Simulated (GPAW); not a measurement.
# A 7-layer slab of Pb(111) in an electric field, part 2 of 2

How does a 7-layer slab of Pb(111) screen a perpendicular field?

GPAW 26.7.0; GPAW, PAW setups; slab in vacuum, relaxation (the session's first sound run).

So far, dipole along the normal (e·Å): step 2 (relaxation) -9.3e-4; step 3 (the slab's potential) -0.00101; step 4 (In a field) -0.246.

## (5) Field on

Contents of run.py:

```python
import json
import numpy as np
from ase import Atoms
from gpaw import GPAW, PW
from gpaw.external import ConstantElectricField

slab = Atoms(
    ['Pb', 'Pb', 'Pb', 'Pb', 'Pb', 'Pb', 'Pb'],
    positions=[
        [0.00000, 0.00000, 9.00000],
        [1.75009, 1.01041, 11.85788],
        [3.50018, 2.02083, 14.71577],
        [0.00000, -0.00000, 17.65070],
        [1.75009, 1.01041, 20.58505],
        [3.50018, 2.02083, 23.51533],
        [-0.00000, 0.00000, 26.30105]],
    cell=[[3.50018, 0.0, 0.0], [1.75009, 3.03124, 0.0], [0.0, 0.0, 35.1473]],
    pbc=[True, True, False])

slab.calc = GPAW(mode=PW(400), xc='PBE', kpts={'size': (10, 10, 1), 'gamma': True},
                 occupations={'name': 'fermi-dirac', 'width': 0.1}, nbands='200%',
                 convergence={'density': 1e-05}, maxiter=200,
                 poissonsolver={'dipolelayer': 'xy'},
                 external=ConstantElectricField(-0.1, [0, 0, 1]),
                 symmetry={'tolerance': 1e-3}, txt='slab.txt')
result = {}
energy = slab.get_potential_energy()
fermi = slab.calc.get_fermi_level()
v = slab.calc.get_electrostatic_potential().mean((0, 1)) - fermi
n = slab.calc.get_pseudo_density().mean((0, 1))
L = slab.cell[2, 2]
z = np.arange(len(v)) * L / len(v)
low, high = slab.positions[:, 2].min(), slab.positions[:, 2].max()
below, above = np.interp([low - 6.8, high + 6.8], z, v)
slopes = [np.interp(x, z, np.gradient(v, z)) for x in (low - 6.8, high + 6.8)]
eps = np.array([[slab.calc.get_eigenvalues(k, s) for k in range(len(slab.calc.get_ibz_k_points()))]
                for s in range(slab.calc.get_number_of_spins())]) - fermi
top, bottom = eps[eps < 0].max(), eps[eps > 0].min()
dipole = slab.get_dipole_moment()[2]
print(f'energy {energy:.4f} eV, Fermi level {fermi:.4f} eV, dipole {dipole:.5f} e A')
print(f'potential 6.8 A off the faces, from the Fermi level: lower {below:.4f} eV, upper {above:.4f} eV')
print(f'slope of the potential there: lower {slopes[0]:.5f}, upper {slopes[1]:.5f} eV/A')
print(f'nearest levels on the mesh: {top:.4f} and {bottom:.4f} eV')
print('magnetic moment', round(slab.get_magnetic_moment(), 3))
result.update(energy=energy, fermi=fermi, dipole=dipole, below=below, above=above, slopes=slopes, edges=[top, bottom],
              z=z.tolist(), v=v.tolist(), n=n.tolist(), positions=slab.positions.tolist(),
              forces=slab.get_forces(apply_constraint=False).tolist(), moments=slab.get_magnetic_moments().tolist())
json.dump(result, open('result.json', 'w'))
```

Run with:

```sh
$ OMP_NUM_THREADS=1 OPENBLAS_NUM_THREADS=1 python run.py
```

Log:

```text
energy -25.7032 eV, Fermi level 2.7455 eV, dipole -0.12386 e A
potential 6.8 A off the faces, from the Fermi level: lower 2.6659 eV, upper 4.7791 eV
slope of the potential there: lower -0.00016, upper -0.00002 eV/A
nearest levels on the mesh: -0.0271 and 0.0022 eV
magnetic moment 0.0
```

It took 19 min on 1 thread of Intel Xeon Platinum 8375C at 2.90GHz (Ice Lake), shared host; peak memory 0.9 GiB.

Numbers from this step:

- dipole along the normal: -0.1239 e·Å
- levels nearest the Fermi level on the mesh: -0.02713, 0.002199 eV from the Fermi level
- potential below the slab, the applied field's own ramp left out: 2.666 eV from the Fermi level
- potential above the slab, the applied field's own ramp left out: 4.779 eV from the Fermi level

The electrostatic potential energy of an electron (without an applied field's), less the Fermi level, planar mean oscillates, so the rows of the table below give means over windows of 2.93 Å about each position, cut where the curve ends. Its maxima inside the range that stand out by 2 % of the span (Å: eV): 10.5: 0.501, 13.3: 0.713, 16.2: 1.27, 19.1: 1.56, 22.1: 1.85, 24.9: 1.69, 33.0: 4.78. Its minima: 9.0: -22.7, 11.8: -22.4, 14.7: -22.2, 17.7: -21.9, 20.6: -21.6, 23.5: -21.3, 26.3: -20.8.

Electrostatic potential energy of an electron (without an applied field's), less the Fermi level, planar mean against z; means over each step:

| z (Å) | electrostatic potential energy of an electron (without an applied field's), less the Fermi level, planar mean (eV) |
| --- | --- |
| 1.47 | 2.73 |
| 4.40 | 2.66 |
| 7.33 | -1.14 |
| 10.26 | -8.61 |
| 13.19 | -8.40 |
| 16.12 | -7.48 |
| 19.05 | -7.19 |
| 21.98 | -6.91 |
| 24.91 | -7.82 |
| 27.84 | -0.291 |
| 30.77 | 4.77 |
| 33.70 | 4.74 |

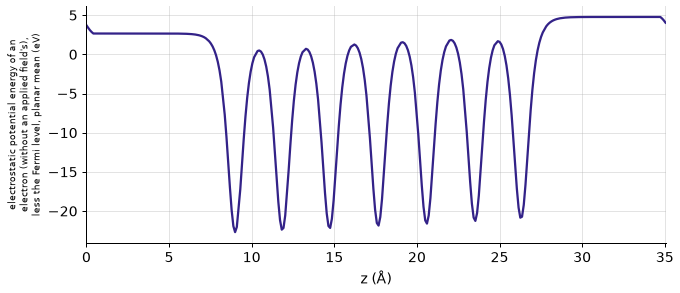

Electrostatic potential energy of an electron (without an applied field's), less the Fermi level, planar mean, plotted against z.

Force by atom:

| atom | x (eV/Å) | y (eV/Å) | z (eV/Å) | size |
| --- | --- | --- | --- | --- |
| Pb1 | 0.000 | 0.000 | 0.098 | 0.098 |
| Pb2 | 0.000 | 0.000 | -0.186 | 0.186 |
| Pb3 | 0.000 | 0.000 | 0.087 | 0.087 |
| Pb4 | 0.000 | 0.000 | 0.011 | 0.011 |
| Pb5 | 0.000 | 0.000 | -0.017 | 0.017 |
| Pb6 | 0.000 | 0.000 | 0.020 | 0.020 |
| Pb7 | 0.000 | 0.000 | -0.010 | 0.010 |

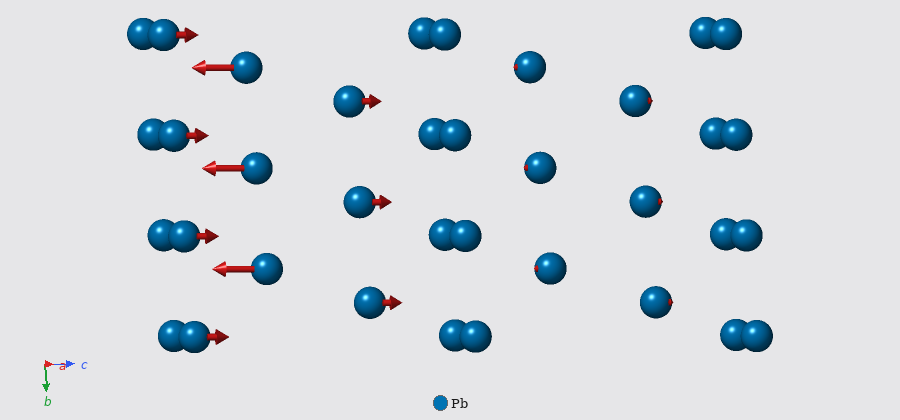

Force as arrows, the longest 0.186 eV/Å. 1×3×1 cells are drawn. Some periodic images of atoms are drawn too.

The dipole is now -0.124 e Å, against -0.0010 in the run without a field.

## (6) Field on

Changes to run.py since step 5:

```diff
@@ -23,3 +23,3 @@
                  poissonsolver={'dipolelayer': 'xy'},
-                 external=ConstantElectricField(-0.1, [0, 0, 1]),
+                 external=ConstantElectricField(-0.05, [0, 0, 1]),
                  symmetry={'tolerance': 1e-3}, txt='slab.txt')
```

Log:

```text
energy -25.6985 eV, Fermi level 2.7473 eV, dipole -0.06272 e A
potential 6.8 A off the faces, from the Fermi level: lower 3.1827 eV, upper 4.2530 eV
slope of the potential there: lower -0.00015, upper -0.00003 eV/A
nearest levels on the mesh: -0.0271 and 0.0022 eV
magnetic moment 0.0
```

The job ended after 23 min (1 thread; peak memory 0.9 GiB).

The electrostatic potential energy of an electron (without an applied field's), less the Fermi level, planar mean oscillates, so the rows of the table below give means over windows of 2.93 Å about each position, cut where the curve ends. Its maxima inside the range that stand out by 2 % of the span (Å: eV): 10.5: 0.857, 13.3: 0.927, 16.2: 1.33, 19.1: 1.48, 22.1: 1.62, 24.9: 1.32. Its minima: 9.0: -22.3, 11.8: -22.1, 14.7: -22.0, 17.7: -21.9, 20.6: -21.8, 23.5: -21.6, 26.3: -21.3.

The electrostatic potential energy of an electron (without an applied field's), less the Fermi level, planar mean by z; means over each step:

| z (Å) | electrostatic potential energy of an electron (without an applied field's), less the Fermi level, planar mean (eV) |
| --- | --- |
| 1.47 | 3.22 |
| 4.40 | 3.18 |
| 7.33 | -0.645 |
| 10.26 | -8.25 |
| 13.19 | -8.18 |
| 16.12 | -7.40 |
| 19.05 | -7.26 |
| 21.98 | -7.13 |
| 24.91 | -8.18 |
| 27.84 | -0.788 |
| 30.77 | 4.25 |
| 33.70 | 4.23 |

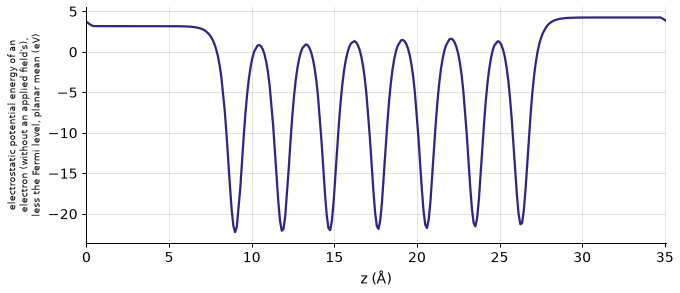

Electrostatic potential energy of an electron (without an applied field's), less the Fermi level, planar mean, plotted against z.

## (7) In a field

Changes to run.py since step 6:

```diff
@@ -23,3 +23,3 @@
                  poissonsolver={'dipolelayer': 'xy'},
-                 external=ConstantElectricField(-0.05, [0, 0, 1]),
+                 external=ConstantElectricField(0.05, [0, 0, 1]),
                  symmetry={'tolerance': 1e-3}, txt='slab.txt')
```

Log:

```text
energy -25.6983 eV, Fermi level 2.7500 eV, dipole 0.05947 e A
potential 6.8 A off the faces, from the Fermi level: lower 4.2187 eV, upper 3.2045 eV
slope of the potential there: lower -0.00015, upper -0.00005 eV/A
nearest levels on the mesh: -0.0272 and 0.0022 eV
magnetic moment 0.0
```

Wall time 26 min (1 thread); peak memory 0.9 GiB.

The electrostatic potential energy of an electron (without an applied field's), less the Fermi level, planar mean oscillates, so the rows of the table below give means over windows of 2.93 Å about each position, cut where the curve ends. Its maxima inside the range that stand out by 2 % of the span (Å: eV): 10.5: 1.57, 13.3: 1.35, 16.2: 1.47, 19.1: 1.32, 22.1: 1.18, 24.9: 0.587. Its minima: 9.0: -21.4, 11.8: -21.5, 14.7: -21.7, 17.7: -21.9, 20.6: -22.1, 23.5: -22.1, 26.3: -22.1.

Electrostatic potential energy of an electron (without an applied field's), less the Fermi level, planar mean against z; means over each step:

| z (Å) | electrostatic potential energy of an electron (without an applied field's), less the Fermi level, planar mean (eV) |
| --- | --- |
| 1.47 | 4.19 |
| 4.40 | 4.21 |
| 7.33 | 0.340 |
| 10.26 | -7.51 |
| 13.19 | -7.75 |
| 16.12 | -7.26 |
| 19.05 | -7.41 |
| 21.98 | -7.57 |
| 24.91 | -8.92 |
| 27.84 | -1.78 |
| 30.77 | 3.20 |
| 33.70 | 3.22 |

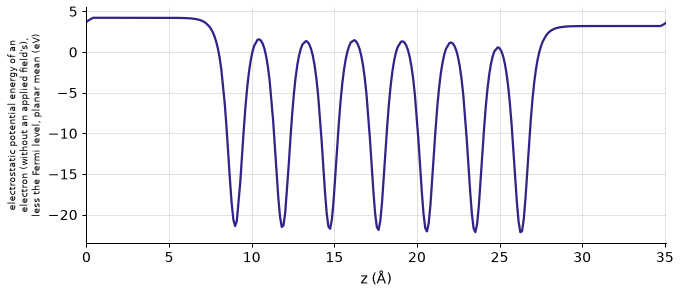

Electrostatic potential energy of an electron (without an applied field's), less the Fermi level, planar mean against z.

## (8) In a field

Changes to run.py since step 7:

```diff
@@ -23,3 +23,3 @@
                  poissonsolver={'dipolelayer': 'xy'},
-                 external=ConstantElectricField(0.05, [0, 0, 1]),
+                 external=ConstantElectricField(0.1, [0, 0, 1]),
                  symmetry={'tolerance': 1e-3}, txt='slab.txt')
```

Log:

```text
energy -25.7028 eV, Fermi level 2.7507 eV, dipole 0.12076 e A
potential 6.8 A off the faces, from the Fermi level: lower 4.7397 eV, upper 2.6800 eV
slope of the potential there: lower -0.00015, upper -0.00006 eV/A
nearest levels on the mesh: -0.0271 and 0.0022 eV
magnetic moment 0.0
```

It took 19 min on 1 thread; peak memory 0.89 GiB.

The electrostatic potential energy of an electron (without an applied field's), less the Fermi level, planar mean oscillates, so the rows of the table below give means over windows of 2.93 Å about each position, cut where the curve ends. Its maxima inside the range that stand out by 2 % of the span (Å: eV): 1.8: 4.74, 10.5: 1.93, 13.3: 1.57, 16.2: 1.54, 19.1: 1.24, 22.1: 0.951, 24.9: 0.219. Its minima: 9.0: -21.0, 11.8: -21.2, 14.7: -21.6, 17.7: -21.9, 20.6: -22.2, 23.5: -22.4, 26.3: -22.6.

Table of electrostatic potential energy of an electron (without an applied field's), less the Fermi level, planar mean by z; means over each step:

| z (Å) | electrostatic potential energy of an electron (without an applied field's), less the Fermi level, planar mean (eV) |
| --- | --- |
| 1.47 | 4.67 |
| 4.40 | 4.73 |
| 7.33 | 0.834 |
| 10.26 | -7.15 |
| 13.19 | -7.53 |
| 16.12 | -7.18 |
| 19.05 | -7.48 |
| 21.98 | -7.79 |
| 24.91 | -9.28 |
| 27.84 | -2.28 |
| 30.77 | 2.68 |
| 33.70 | 2.72 |

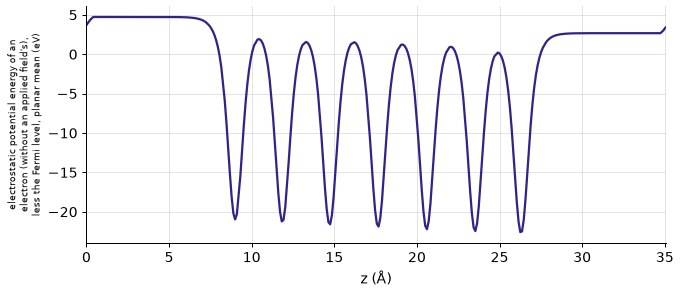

Electrostatic potential energy of an electron (without an applied field's), less the Fermi level, planar mean, plotted against z.

The dipole is now 0.121 e Å, against -0.0010 in the run without a field.

## (9) Field on

Changes to run.py since step 8:

```diff
@@ -23,3 +23,3 @@
                  poissonsolver={'dipolelayer': 'xy'},
-                 external=ConstantElectricField(0.1, [0, 0, 1]),
+                 external=ConstantElectricField(0.2, [0, 0, 1]),
                  symmetry={'tolerance': 1e-3}, txt='slab.txt')
```

Log:

```text
energy -25.7210 eV, Fermi level 2.7512 eV, dipole 0.24293 e A
potential 6.8 A off the faces, from the Fermi level: lower 5.7809 eV, upper 1.6372 eV
slope of the potential there: lower -0.00015, upper -0.00008 eV/A
nearest levels on the mesh: -0.0271 and 0.0023 eV
magnetic moment 0.0
```

The job ended after 17 min (1 thread; peak memory 0.9 GiB).

The electrostatic potential energy of an electron (without an applied field's), less the Fermi level, planar mean oscillates, so the rows of the table below give means over windows of 2.93 Å about each position, cut where the curve ends. Its maxima inside the range that stand out by 2 % of the span (Å: eV): 1.8: 5.78, 10.5: 2.64, 13.3: 2.00, 16.2: 1.68, 19.1: 1.08, 22.1: 0.504, 24.9: -0.514. Its minima: 9.0: -20.1, 11.8: -20.6, 14.7: -21.3, 17.7: -21.9, 20.6: -22.5, 23.5: -23.0, 26.3: -23.4.

The electrostatic potential energy of an electron (without an applied field's), less the Fermi level, planar mean by z; means over each step:

| z (Å) | electrostatic potential energy of an electron (without an applied field's), less the Fermi level, planar mean (eV) |
| --- | --- |
| 1.47 | 5.65 |
| 4.40 | 5.77 |
| 7.33 | 1.82 |
| 10.26 | -6.42 |
| 13.19 | -7.09 |
| 16.12 | -7.04 |
| 19.05 | -7.63 |
| 21.98 | -8.23 |
| 24.91 | -10.0 |
| 27.84 | -3.26 |
| 30.77 | 1.63 |
| 33.70 | 1.71 |

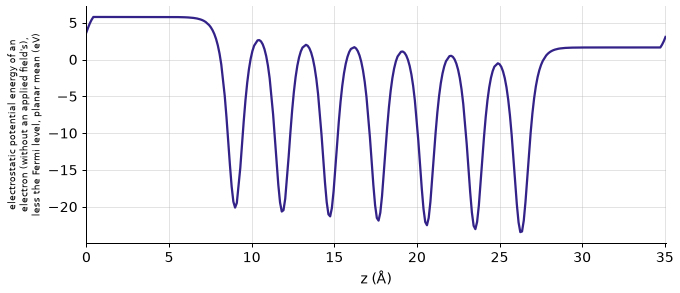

Electrostatic potential energy of an electron (without an applied field's), less the Fermi level, planar mean, plotted against z.

The dipole is now 0.243 e Å, against -0.0010 in the run without a field.

## (10) In a field

Changes to run.py since step 9:

```diff
@@ -23,3 +23,3 @@
                  poissonsolver={'dipolelayer': 'xy'},
-                 external=ConstantElectricField(0.2, [0, 0, 1]),
+                 external=ConstantElectricField(0.3, [0, 0, 1]),
                  symmetry={'tolerance': 1e-3}, txt='slab.txt')
```

Log:

```text
energy -25.7513 eV, Fermi level 2.7501 eV, dipole 0.36535 e A
potential 6.8 A off the faces, from the Fermi level: lower 6.8284 eV, upper 0.5965 eV
slope of the potential there: lower -0.00017, upper -0.00009 eV/A
nearest levels on the mesh: -0.0269 and 0.0024 eV
magnetic moment 0.0
```

Elapsed: 17 min, on 1 thread; peak memory 0.9 GiB.

The dipole is now 0.365 e Å, against -0.0010 in the run without a field.

## (11) The series

The members are put on one axis.

This step: induced dipole against applied field (GPAW 26.7.0).

Table of dipole along the normal by field:

| field (V/Å) | dipole along the normal (e·Å) |
| --- | --- |
| -0.200 | -0.246 |
| -0.100 | -0.124 |
| -0.050 | -0.0627 |
| 0.000 | -0.00101 |
| 0.050 | 0.0595 |
| 0.100 | 0.121 |
| 0.200 | 0.243 |
| 0.300 | 0.365 |

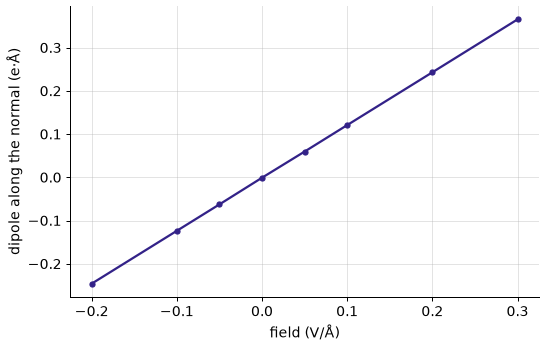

Dipole along the normal, plotted against field.

## (12) Results

| Property | Result |
| --- | --- |
| work function, upper and lower face | 3.728 and 3.701 eV |
| dipole along the normal | -0.0010 e Å, near the numerical noise |
| induced dipole per field | 1.22 e Å per V/Å |
| out-of-plane polarisability per area, α/(ε0 A) | 20.9 Å |

The field induces 1.22 e Å per V/Å, a polarisable thickness α/(ε0 A) of 20.9 Å beside 17.3 Å between the outermost nuclei. A perfect conductor would give the distance between its two image planes; a dielectric of thickness t gives t(1 - 1/ε). The measured value for polycrystalline Pb, which weights the faces of low work function, is 4.25 eV (as compiled in "Anisotropic work function of elemental crystals", 2019, arxiv:1902.07811); the relaxed upper face lies 0.52 eV under it with PBE. Measured work functions scatter by a tenth of an eV or more between methods. The induced dipole is linear in the field over this range. The small printed dipole stands for a step of 17 meV from the lower to the upper face, and the probes find 27 meV; values this small are near the numerical noise of both. The in-plane lattice was kept as typed, which isn't the functional's own and leaves some strain; spin-orbit coupling and temperature are left out.

[Logs are printed without paths, hosts, clocks, repeated set-up lines and the standing remarks that a program may print on its own settings, such as how far it seeks lower states.]

[Hosts, paths, dates, database ids (printed as entryN), source tags and the programs' standing remarks are cut or masked in the printed files.]
